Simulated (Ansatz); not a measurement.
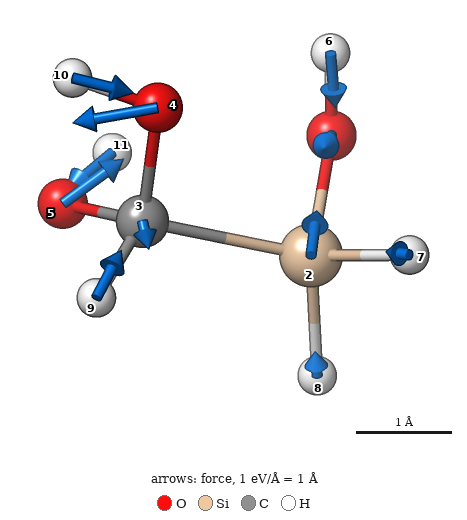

Starting geometry of CH6O3Si with the computed forces as blue arrows. Style: ball-and-stick. Shown at a tilt.

The start comes from PBE-D4/def2-SVP.

These are results of RKS PBE0-D4/def2-TZVP in Ansatz 0.2.0, not measurements. Settings: force threshold 0.005 eV/Å; at most 150 steps.

Q: What follows when this structure is relaxed?

A: It isn't relaxed: the largest force vector, on an O atom, is 1.05 eV/Å. The final displacements have little in common with the starting forces (cosine between the two patterns 0.22). The atom that moves furthest after the best rigid fit is an H atom (0.23 Å). Largest moves by element: H 0.23 Å, O 0.12 Å, Si 0.05 Å, C 0.03 Å. Near-neighbour distances that change, for instance: O–Si 1.699 → 1.653 Å, H–Si 1.505 → 1.487 Å, C–H 1.116 → 1.097 Å, H–O 0.983 → 0.964 Å. Among the angles between lasting bonds that change: O–Si–C 101.3° → 106.1°, Si–O–H 111.2° → 115.6°, Si–C–H 116.4° → 113.4°. After 10 geometry steps the energy has fallen by 7.94 kJ/mol. Largest force component: 0.93 eV/Å at the start, 0.004 eV/Å at the end.
